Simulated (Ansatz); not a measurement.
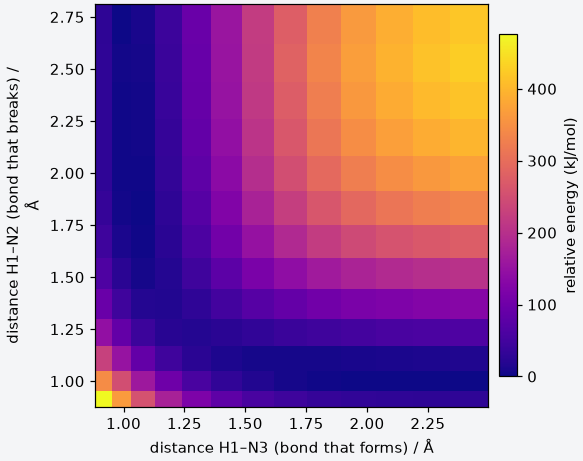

Energy landscape of the reacting system H₅N₂, spin multiplicity 2. First axis: distance H1–N3 (bond that forms). Second axis: distance H1–N2 (bond that breaks). Relaxed at each point: all other coordinates. The grid has 13 × 13 points. Points are written as (first, second). All energies are given in kJ/mol relative to the lowest grid point. Energies and slopes of some neighbouring points disagree (a jump in structure or state, or too coarse a mesh). In part of the range the unrestricted reference is strongly spin-contaminated. Computed with UKS r2SCAN-D4/def2-SVP (Ansatz 0.2.0).

Drawn: one coloured cell a grid point. 

> Where are the lowest and the highest points?

The lowest grid point is at (2.112 Å, 0.999 Å). Other grid points that lie below all their neighbours: (1.078 Å, 1.836 Å) (1.7 kJ/mol higher); (0.985 Å, 2.174 Å) (2.1 kJ/mol higher). The energy also falls towards the edge at (0.985 Å, 2.718 Å) (1.6 kJ/mol above the lowest), where a further well may lie outside the range. The highest grid point, (0.918 Å, 0.918 Å), lies 476 kJ/mol above the lowest.

Grid values (kJ/mol):

| second ↓, first → | 0.918 | 0.985 | 1.078 | 1.183 | 1.298 | 1.420 | 1.549 | 1.683 | 1.822 | 1.965 | 2.112 | 2.263 | 2.418 |
| --- | --- | --- | --- | --- | --- | --- | --- | --- | --- | --- | --- | --- | --- |
| 2.718 | 26 | 2 | 8 | 41 | 94 | 156 | 221 | 275 | 327 | 364 | 389 | 407 | 420 |
| 2.532 | 29 | 4 | 7 | 40 | 92 | 154 | 219 | 281 | 333 | 370 | 395 | 413 | 426 |
| 2.351 | 28 | 3 | 5 | 38 | 90 | 151 | 214 | 275 | 325 | 361 | 386 | 403 | 415 |
| 2.174 | 28 | 2 | 4 | 35 | 86 | 145 | 207 | 265 | 313 | 347 | 371 | 388 | 399 |
| 2.002 | 29 | 2 | 2 | 32 | 80 | 137 | 196 | 249 | 293 | 324 | 347 | 362 | 373 |
| 1.836 | 34 | 5 | 2 | 27 | 72 | 124 | 177 | 224 | 262 | 290 | 310 | 324 | 333 |
| 1.675 | 43 | 11 | 3 | 22 | 60 | 105 | 150 | 189 | 219 | 242 | 257 | 267 | 274 |
| 1.521 | 62 | 23 | 7 | 18 | 45 | 80 | 113 | 142 | 164 | 180 | 191 | 198 | 203 |
| 1.374 | 93 | 46 | 18 | 15 | 29 | 50 | 71 | 89 | 103 | 113 | 121 | 125 | 129 |
| 1.236 | 146 | 86 | 41 | 21 | 18 | 23 | 31 | 39 | 46 | 52 | 56 | 59 | 61 |
| 1.110 | 227 | 151 | 86 | 45 | 23 | 12 | 7 | 6 | 7 | 9 | 10 | 12 | 13 |
| 0.999 | 345 | 250 | 161 | 99 | 57 | 31 | 16 | 7 | 2 | 0 | 0 | 0 | 1 |
| 0.918 | 476 | 364 | 256 | 175 | 119 | 81 | 57 | 43 | 34 | 30 | 28 | 28 | 28 |

The whole map (169 points run) took 16 min on 1 thread of AMD EPYC 9R45 96-Core Processor (Zen 5), with other jobs on the host.
